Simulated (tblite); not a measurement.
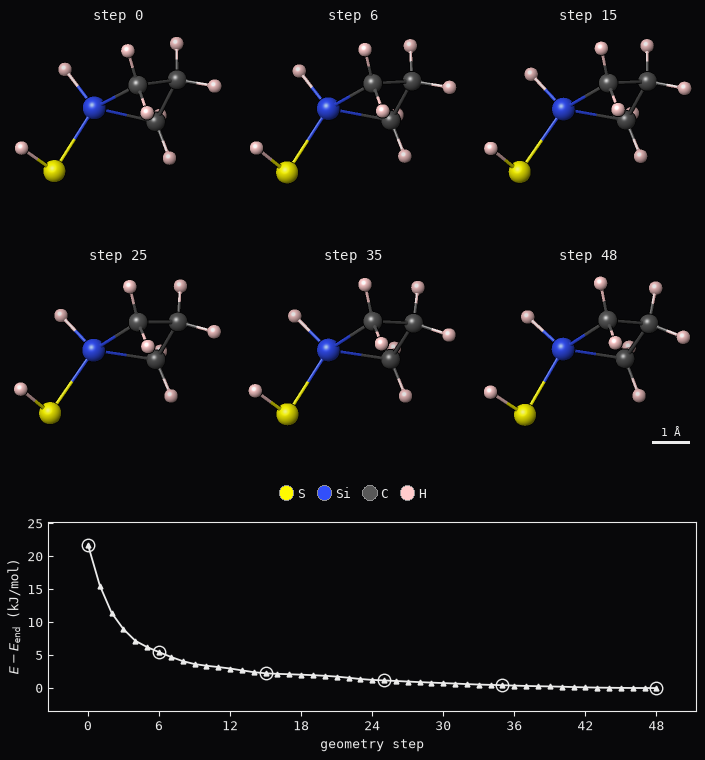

Frames of a relaxation of C$_{3}$H$_{8}$SSi, marked on the history of the run. The picture is a ball-and-stick view, seen from a free direction.

Computed with GFN2-xTB geometry optimisation, gas phase (tblite 0.8.0). 

Describe the path.

An H atom moves most after the best rigid fit: 0.34 Å. By element the largest moves are H 0.34 Å, C 0.13 Å, S 0.11 Å, Si 0.06 Å. Some distances before and after: C–Si 1.868 → 1.910 Å, C–C 1.578 → 1.542 Å, S–Si 2.127 → 2.157 Å, H–Si 1.490 → 1.461 Å. Among the angles between lasting bonds that change: S–Si–H 115.4° → 107.6°, C–C–C 95.1° → 100.2°, S–Si–C 113.8° → 118.5°. Over 48 geometry steps the energy falls by 21.8 kJ/mol. The run took 0.45 s on 1 thread of Arm Neoverse N1, on a shared host. From step 0 to 6: H atoms move most (0.08 Å), energy −16.3 kJ/mol. From step 6 to 15: an H atom moves most (0.12 Å), energy −3.22 kJ/mol. From step 15 to 25: an H atom moves most (0.10 Å), energy −1.08 kJ/mol. From step 25 to 35: H atoms move most (0.10 Å), energy −0.72 kJ/mol. From step 35 to 48: S and H atoms move most (0.08 Å), energy −0.43 kJ/mol.
